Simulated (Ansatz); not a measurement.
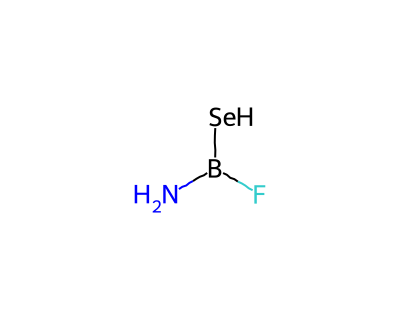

**Write the SMILES.**

NB(F)[SeH]

**Give the formula, hydrogens included.**

BFH3NSe.

**An optimisation with PBE0-D4/def2-TZVP gave a structure of which point group?**

Cs.

More results for the same structure follow; atom numbers are the same in all pictures, views and colours differ. The geometry was computed by an optimisation with PBE0-D4/def2-TZVP.

Thermal motion

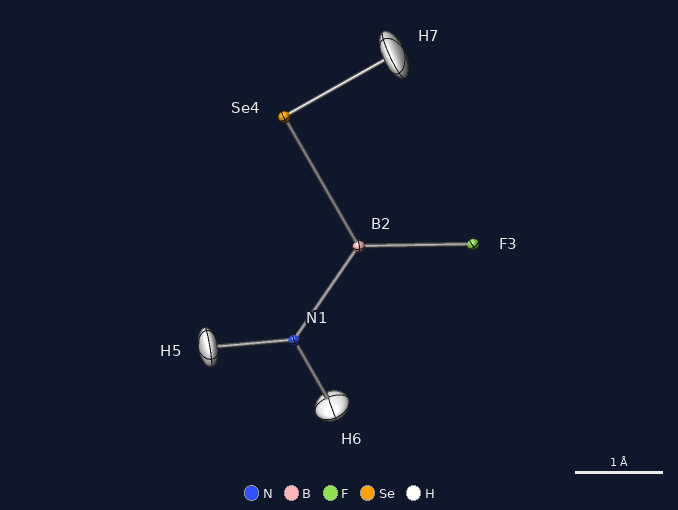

Displacement ellipsoids at the 50 % level, from the internal vibrations of the free molecule (harmonic, no overall translation or rotation; no half-axis is drawn under 0.075 Å). Vibrations computed with RKS PBE0-D4/def2-TZVP (Ansatz 0.2.0). Temperature: 0 K (zero-point motion alone).

**Which atom has the largest mean-square displacement?**

H7, with U_eq = 0.0375 Å².

**Does H7 move more along its bond or across it?**

Across it: the root-mean-square amplitude is 0.082 Å along the bond and up to 0.284 Å across, since bending and torsion are softer than stretching.

Give the displacement parameters, one line for each set of equivalent atoms.

```tsv
atom	U_eq (Å²)	rms amplitudes (Å)
N1	0.0014	0.027, 0.032, 0.049
B2	0.0019	0.040, 0.041, 0.050
F3	0.0011	0.014, 0.029, 0.046
Se4	0.00010	0.005, 0.008, 0.015
H5	0.0198	0.073, 0.144, 0.182
H6	0.0196	0.081, 0.135, 0.184
H7	0.0375	0.082, 0.159, 0.284
```

Levels of theory compared

Program: Ansatz 0.2.0.

At this fixed geometry, give dipole (D), HOMO energy (eV) at these levels: B3LYP-D4/def2-TZVPP; PBE-D4/def2-TZVPP; r2SCAN-D4/def2-TZVPP; ωB97M-V/def2-TZVPP.

| level | dipole (D) | HOMO energy (eV) |
| --- | --- | --- |
| B3LYP-D4/def2-TZVPP | 2.01 | −6.75 |
| PBE-D4/def2-TZVPP | 2.00 | −5.81 |
| r2SCAN-D4/def2-TZVPP | 2.00 | −6.11 |
| ωB97M-V/def2-TZVPP | 2.02 | −9.15 |

Vibrations

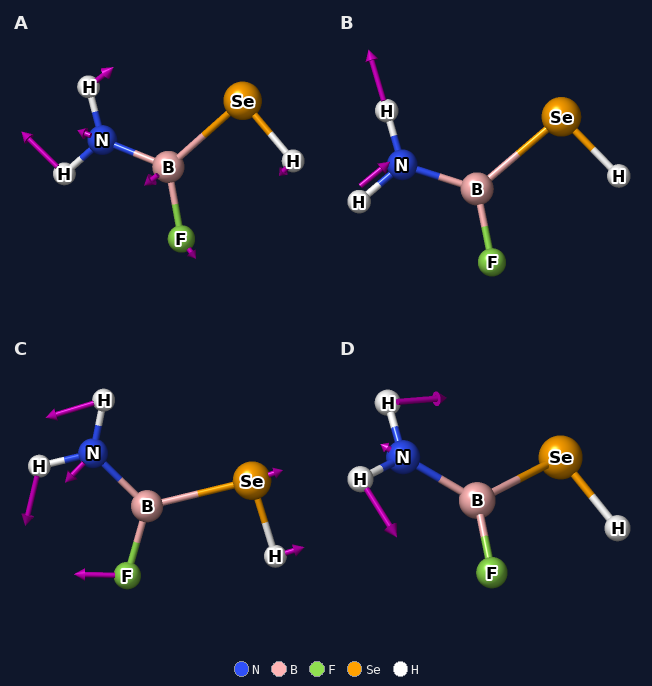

4 normal modes of one molecule or complex, as arrows. Harmonic vibrations computed with RKS PBE0-D4/def2-TZVP (Ansatz 0.2.0) at a stationary point of the same level.

**Match the panels to the wavenumbers 315 cm⁻¹, 554 cm⁻¹, 1629 cm⁻¹, 3740 cm⁻¹.**

A: 554 cm⁻¹
B: 3740 cm⁻¹, out-of-phase stretching of 2 N–H bonds
C: 315 cm⁻¹
D: 1629 cm⁻¹

Charges

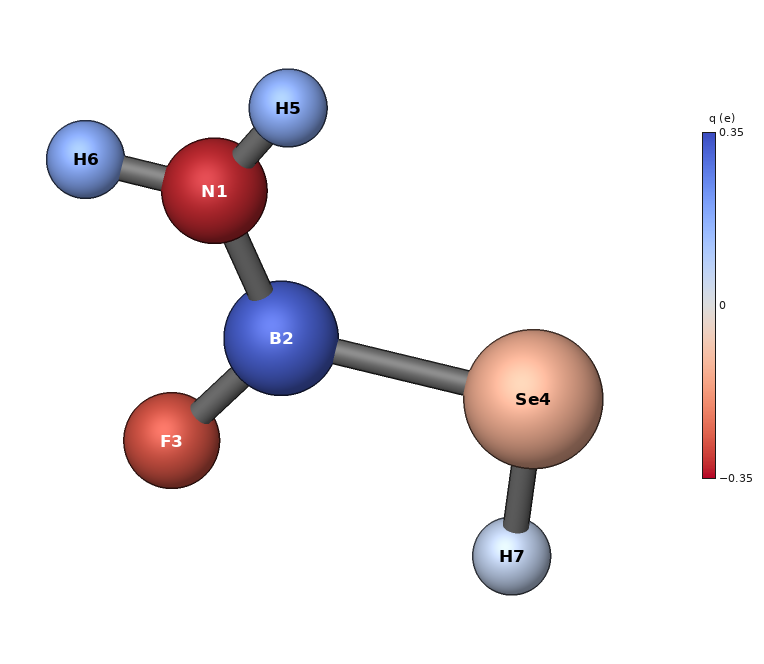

Atoms are coloured by their Mulliken charges. Level of theory: RKS r2SCAN-D4/def2-TZVPP (Ansatz 0.2.0).

List the Mulliken charges.

```tsv
atom	value (e)
N1	−0.33
B2	0.32
F3	−0.28
Se4	−0.13
H5	0.17
H6	0.18
H7	0.06
```

Mulliken values depend strongly on the basis set and can even reverse the polarity of a bond.
